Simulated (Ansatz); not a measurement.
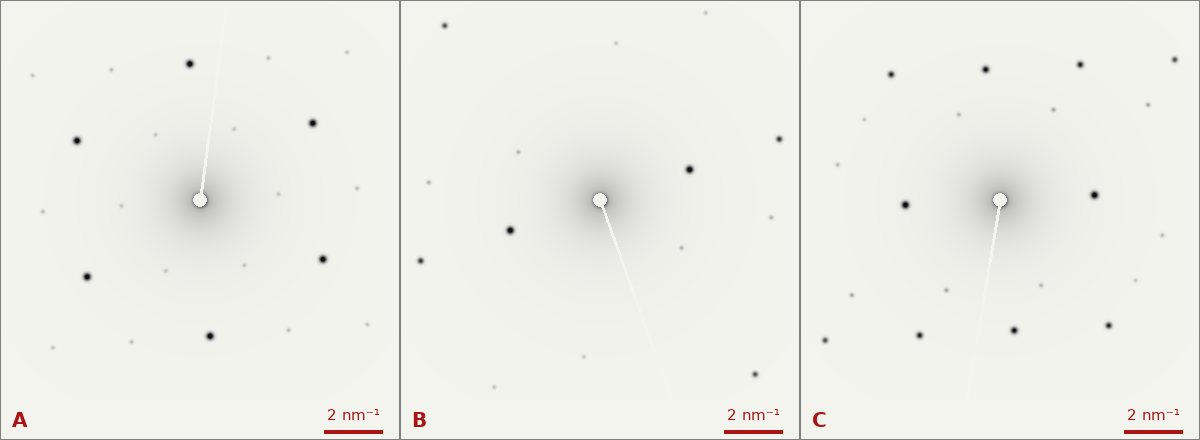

The patterns are kinematic simulations for 120 kV electrons (no multiple scattering; isotropic B = 0.5 Å²).

All three come from HgSb2, space group P-3m1 (No. 164), a = 4.187 Å, c = 5.445 Å (hexagonal axes). Structure: the end point of a relaxation with DFT PBEsol, scalar-relativistic, plane waves, PAW in Ansatz 0.2.0; the starting structure was generated, so it need not be a known form of this composition.

```
Hg Sb
1.0
     4.18661    0.00000    0.00000
    -2.09331    3.62571    0.00000
     0.00000    0.00000    5.44545
Hg Sb
1 2
Cartesian
  0.0000 0.0000 0.0000
  0.0000 2.4171 1.8714
  2.0933 1.2086 3.5741
```

### Assign the zone axes [001], [100], [101] to A, B and C.

A is [001]: hexagonal net of 1 -1 0 (weak) at d = 3.63 Å and 1 0 0 (weak) at d = 3.63 Å, at 60.0°. B is [101]: centred rectangular net of 0 1 0 (itself too weak to see) at d = 3.63 Å and 1 0 -1 at d = 3.02 Å, at 65.4°. C is [100]: rectangular net of 0 0 -1 (itself too weak to see) at d = 5.45 Å and 0 1 0 (itself too weak to see) at d = 3.63 Å, at 90.0°.
